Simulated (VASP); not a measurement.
Band structure of CaO (relaxed from the rock salt structure, space group Fm-3m). Method: PBEsol GGA, VASP's PBE PAW potentials (set 64) (plane waves; VASP 6.6.1).

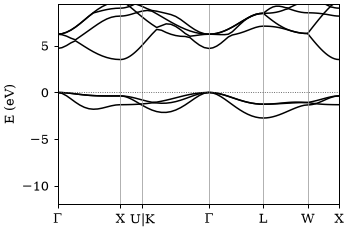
Bands along high-symmetry lines, zero at the valence-band maximum or, without a gap, the Fermi level

**Question.** Read the plot: is there a gap, and where are the band edges?

**Answer.** The gap is indirect, 3.53 eV, from the valence maximum at Γ to the conduction minimum at X. (Edges off the drawn lines would not show.)

The structure was generated: CaO was put into the rock salt type (Fm-3m), which need not be its known phase. It was relaxed first, which changed the volume by -24 %.
